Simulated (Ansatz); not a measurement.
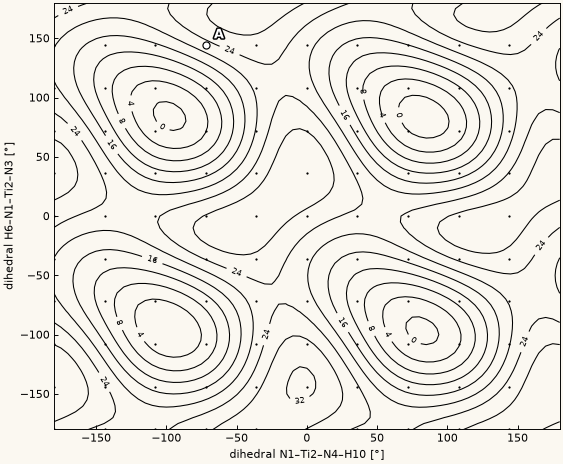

FH6N3Ti, SMILES [NH2][Ti]([NH2])([NH2])[F]. 
- The first coordinate is: dihedral N1–Ti2–N4–H10; the second: dihedral H6–N1–Ti2–N3.
- Nothing is relaxed (all other coordinates rigid).
- The scan uses a 10 × 10 grid.
- Points are written as (first, second).
- All energies are given in kJ/mol relative to the lowest grid point.
- Method: RKS PBE0-D4/def2-SVP (Ansatz 0.2.0).

In the figure: contour lines labelled in kJ/mol, dots at the grid points, the point A. Between grid points the surface is interpolated.

### Is A at rest? If not, where is it pushed?

A, at (−72°, 144°), is not a stationary point. The computed force is 0.2 kJ/mol for each degree towards smaller values of dihedral N1–Ti2–N4–H10 and 0.36 kJ/mol for each degree towards smaller values of dihedral H6–N1–Ti2–N3.
